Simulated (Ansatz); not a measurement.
# Strength of the Al–Se bond: AlH3(SeH2) → AlH3 + H2Se

Species: AlH3(SeH2), singlet; AlH3 `[AlH3]`, singlet; H2Se (hydrogen selenide) `[SeH2]`, singlet. 

Shapes, held fixed at every level: PBE0-D4/def2-TZVP. Programs: Ansatz 0.2.0. The zero-point and thermal change to 298 K, harmonic and unscaled (PBE0-D4/def2-TZVP), is -7.0 kJ/mol.

```tsv
level	kind	ΔH(298 K) (kJ/mol)	less CCSD(T)/def2-TZVPP	CPU time (sum over the molecules)
HF/def2-TZVPP	Hartree–Fock	+22.8	-24.5	–
SPW92/def2-TZVPP	LDA	+74.5	+27.2	2.9 s
B3LYP-D4/def2-TZVPP	global hybrid	+45.7	-1.6	6.7 s
BHLYP-D4/def2-TZVPP	global hybrid	+46.7	-0.6	6.3 s
PBE0-D4/def2-TZVPP	global hybrid	+56.5	+9.2	4.8 s
wB97X-V/def2-TZVPP	range-separated hybrid	+49.3	+2.0	14 s
CCSD/def2-TZVPP	coupled cluster or CI	+43.8	-3.5	–
CCSD(T)/def2-TZVPP	coupled cluster or CI	+47.3	0.0	32 s
```

The highest level, CCSD(T)/def2-TZVPP, gives ΔH(298 K) = +47.3 kJ/mol; the levels span +22.8 to +74.5. Both fragments are taken as closed shells, so no electrons are unpaired. The column of differences is taken from that level and isn't an error. No measured value is set beside it here. Relativity is left out for Se. Outer-core shells of Se are correlated, in sets that cover them unevenly. Times are processor times on shared x86 and Arm servers, and rough.

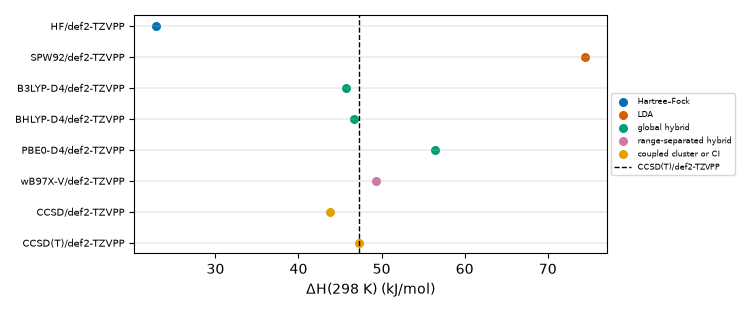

The values of the table, level by level.
